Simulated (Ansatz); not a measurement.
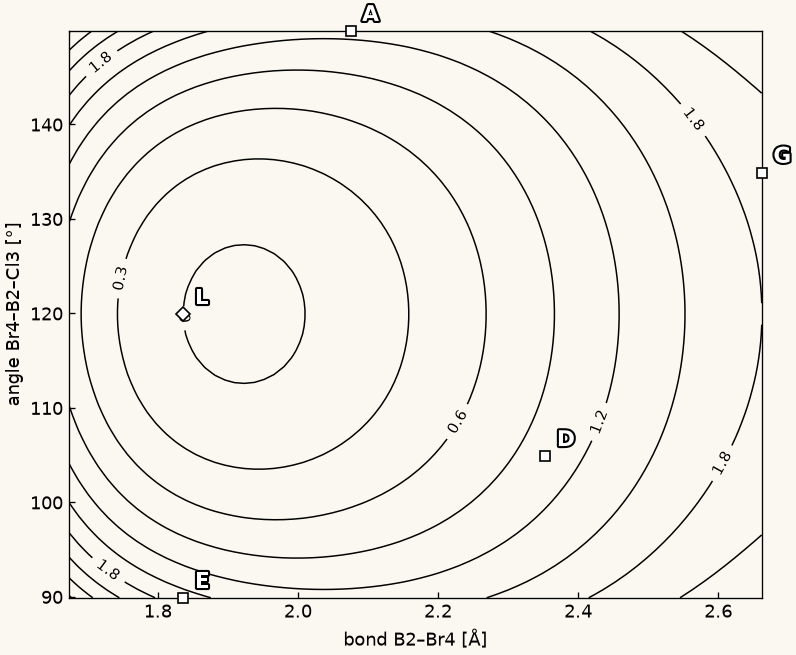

BBrCl2, SMILES ClB(Cl)Br. Two internal coordinates are moved rigidly from the geometry relaxed at PBE0-D4/def2-TZVP, all others fixed. Coordinates scanned: (1) bond B2–Br4; (2) angle Br4–B2–Cl3. Grid: 5 × 5 points. Points are written as (first, second). Energies: eV, counted from the lowest grid point. The calculation used Ansatz 0.2.0, RKS PBE-D4/def2-TZVPP.

In the figure: contour lines labelled in eV, lettered points. Between grid points the surface is interpolated.

> Is L the lowest point of the computed grid?

Yes. L, at (1.836 Å, 120°), has the lowest energy of the grid.

> What kind of point is each of D, L: minimum, saddle, maximum or slope?

D: on a slope; L: minimum. (In these two coordinates alone; a stationary point may lie a little off the grid point.)

> Rank the lettered points by energy, lowest first.

L (0.00 eV), D (1.03 eV), A (1.29 eV), E (1.63 eV), G (1.92 eV).
